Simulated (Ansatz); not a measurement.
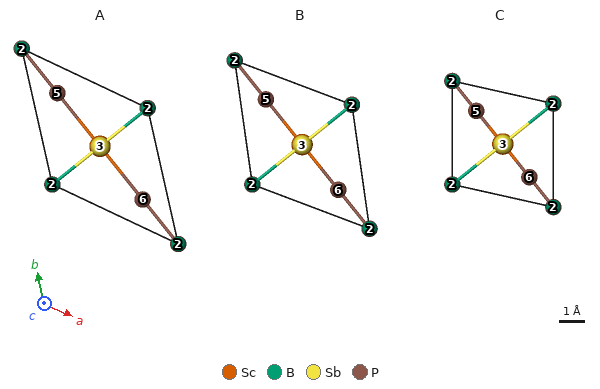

3 geometries from one relaxation of solid ScBSbP3 (a generated structure, set up in Cmmm) (coarse preliminary run), in shuffled order. Style: ball-and-stick. Shown: the cell of the calculation, along the c axis.

Level of theory: Ansatz, DFT PBE, scalar-relativistic, plane waves, PAW. Set-up: plane-wave cutoff 420 eV; k-point mesh 4 × 4 × 2; occupations gaussian; smearing width 0.1 eV; no spin polarisation; cell and atoms relaxed; force threshold 0.04 eV/Å; at most 70 steps.

### Order the frames from highest to lowest energy.

C, B, A. They are steps 0, 7, 21, at +4341 meV per atom, +398 meV per atom relative to the last. The largest moves relative to the cell, 0.093 Å, are those of P atoms. B and Sb and Sc stay in place. The drawn cell changes as follows: a = b 4.161 → 5.599 Å (+34.6 %), c 8.013 → 5.720 Å (−28.6 %), γ 102.6° → 128.0°; the volume changes by +4.4 %. Near-neighbour distances that change, for instance: Sb–Sc 4.006 → 2.860 Å, P–Sc 1.708 → 2.740 Å, P–P 1.539 → 2.292 Å, P–Sc 3.022 → 3.359 Å. New bonds form, among them: Sb–Sc (4.01 → 2.86 Å). Bond angles that change, for instance: Sc–P–Sc 118.8° → 93.9°, Sc–P–Sc 120.6° → 133.0°. The space group stays Cmmm (No. 65). The energy falls by 4341 meV per atom in 19 accepted moves (21 points after the start). The largest force component goes from 14 to 0.0013 eV/Å. The pressure goes from 70.30 to 0.01 GPa. The SCF was repeated twice at an unchanged geometry on a basis and grid sized afresh for the cell, which shifted the energy by 98.8 meV per atom at most.

Limits of the set-up: the k-point mesh is coarse for a cell with partly filled bands.
